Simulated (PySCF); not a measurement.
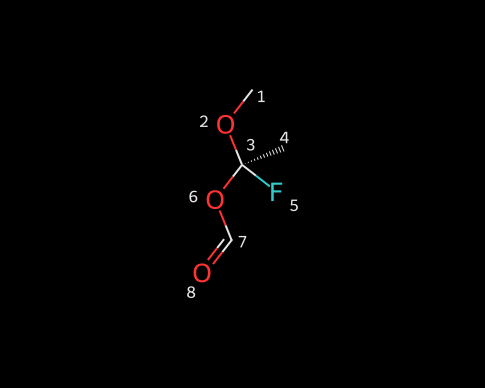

Skeletal drawing with numbered atoms; wedges and dashes mark any stereocentres. The configuration is that of a computed structure (GFN2-xTB).

Question: What are the Cahn–Ingold–Prelog descriptors?

Answer: C3: R.

Question: Give a SMILES with the stereochemistry.

Answer: CO[C@@](C)(F)OC=O
